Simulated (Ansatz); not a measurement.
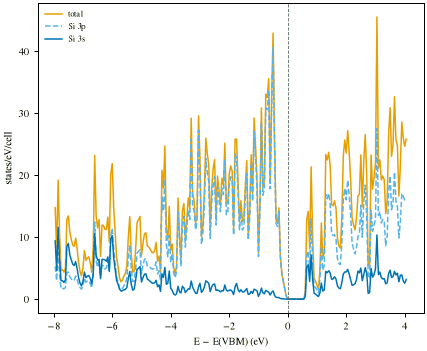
Figure. Total and projected density of states of Si in space group Fd-3m (No. 227; Si on 8a, Si on 32e, Si on 96g), plane-wave PAW PBE (Ansatz code)

Problem. Which orbitals carry the states next to the gap?

Solution. Top 1 eV of the valence band: Si 3p 94 %. Bottom 1 eV of the conduction band: Si 3p 67 %, Si 3s 25 %, outside the projected shells 8 %. Projections are on Löwdin-orthogonalised atomic valence shells; empty p or d shells of many metals are not among them.

Problem. Where is the tallest occupied peak in this window, and what makes it?

Solution. Near -0.5 eV, about 43 states/eV per cell; the largest projected share is Si 3p.

The workflow started from a Materials Project entry (that database holds measured and hypothetical structures alike). Its sites differ from those of the usual phase in this space group: another stacking or structure type. The PBE relaxation kept the symmetry of its start; whether a distortion lowers the energy is not shown.

Potentials: the later of the program's two PAW sets.
